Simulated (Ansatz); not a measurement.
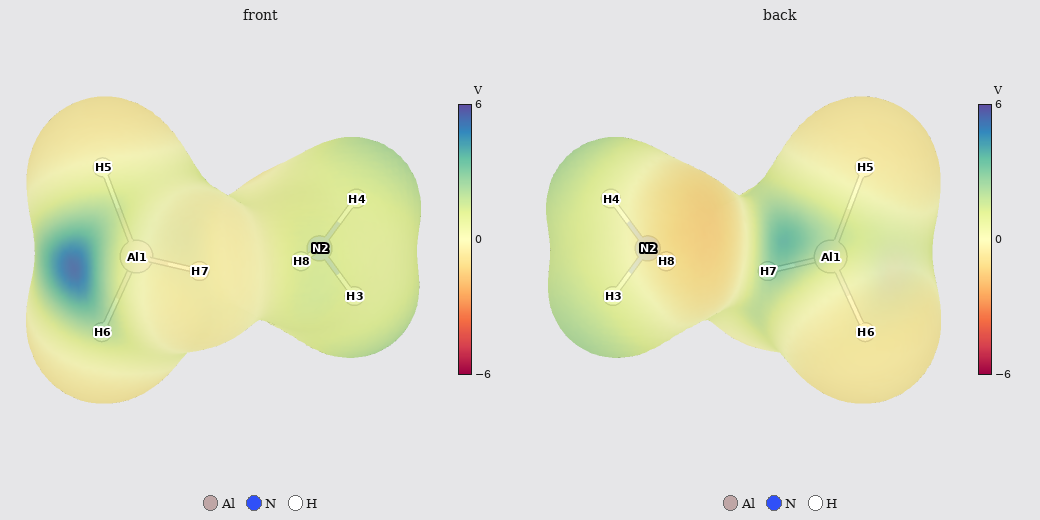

AlH$_{3}$···NH$_{3}$. The electrostatic potential painted on the density surface at 0.004 e/bohr³, seen from the front and from behind; red is negative and blue positive.

Not at a stationary point (largest force 0.9 eV/Å).

Theory: RKS revPBE-D4/def2-SVP (Ansatz).

```xyz
8

Al   -0.0588    0.4396   -0.5696
N    -0.0170    0.1198    2.5115
H    -0.8411   -0.0468    3.1025
H     0.8033    0.1456    3.1303
H     1.3866   -0.0344   -1.0718
H    -1.3867   -0.2981   -1.0781
H    -0.1808    1.7207    0.3417
H    -0.1207    1.0768    2.0999
```

Describe the electrostatic potential map.

The most negative region (about −1.5 V) lies over N2, the most positive (about +4.8 V) over Al1. N2 is the likeliest acceptor of a hydrogen bond.
